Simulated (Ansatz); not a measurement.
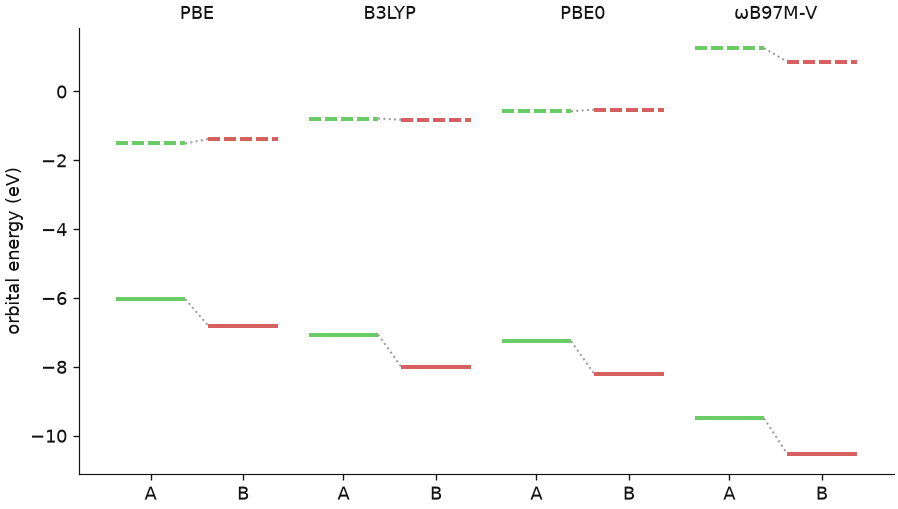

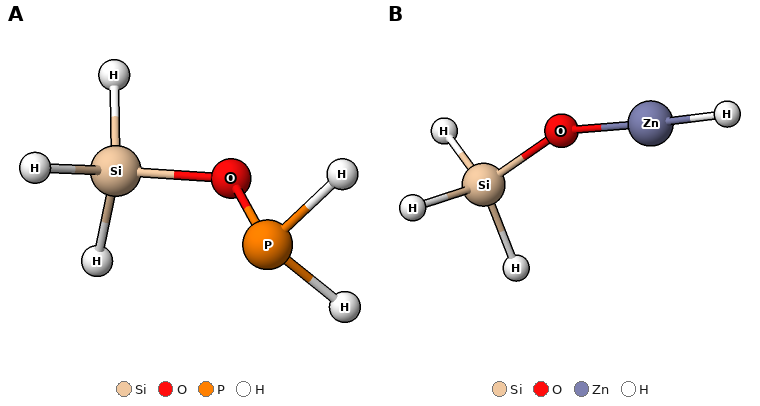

One change: A, SiPH₅O (SMILES [SiH3]OP), becomes B, ZnSiH₄O (SMILES [SiH3][O][ZnH]). PH₂ on O is replaced by ZnH. HOMO (solid) and LUMO (dashed) computed in def2-TZVPP at PBE0-D4/def2-TZVP geometries, both minima by their frequencies, gas phase, the Ansatz code. Empty levels above zero depend strongly on the basis.

What does the change do to HOMO and LUMO?

Answer. PBE: the HOMO falls by 0.77 eV, the LUMO rises by 0.13 eV, and the separation goes from 4.52 to 5.43 eV. B3LYP: the HOMO falls by 0.94 eV, the LUMO falls by 0.03 eV, and the separation goes from 6.28 to 7.18 eV. PBE0: the HOMO falls by 0.95 eV, the LUMO rises by 0.05 eV, and the separation goes from 6.68 to 7.68 eV. ωB97M-V: the HOMO falls by 1.03 eV, the LUMO falls by 0.39 eV, and the separation goes from 10.75 to 11.39 eV.

Do the functionals agree on the effect?

Answer. Not on every direction; the HOMO shift lies between −1.03 and −0.77 eV and the LUMO shift between −0.39 and 0.13 eV, while the separations themselves differ by up to 6.2 eV between functionals.
